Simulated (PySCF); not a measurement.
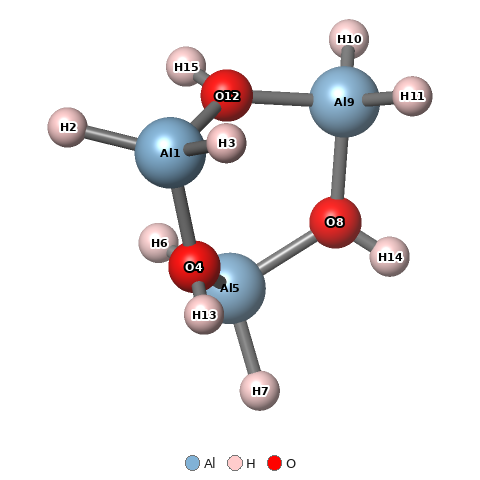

Geometry used (Al₃H₉O₃, singlet).

Kohn-Sham orbital energies near the frontier, ωB97X-D/def2-SVPD, PySCF 2.14.0, at a PBE0-D3(BJ)/def2-SVP geometry (no frequency check), isolated molecule; empty levels in grey, levels within 0.03 eV side by side.

Question: Where do the frontier orbitals lie?

Answer: HOMO at −9.93 eV, LUMO at 1.13 eV, 11.06 eV apart.

Question: How far below the HOMO does the next level lie?

Answer: 0.14 eV.

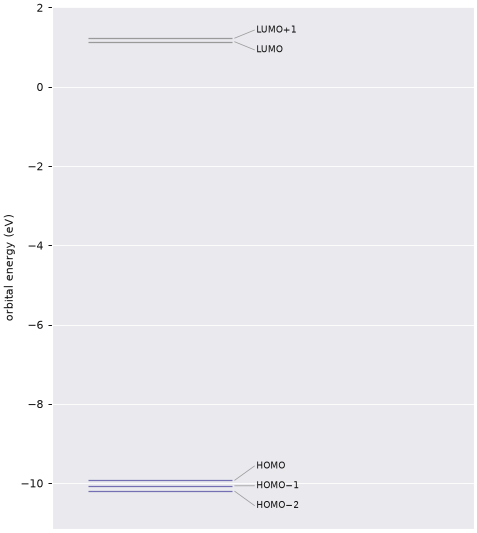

Known limits of this run: empty levels above zero depend strongly on the basis.
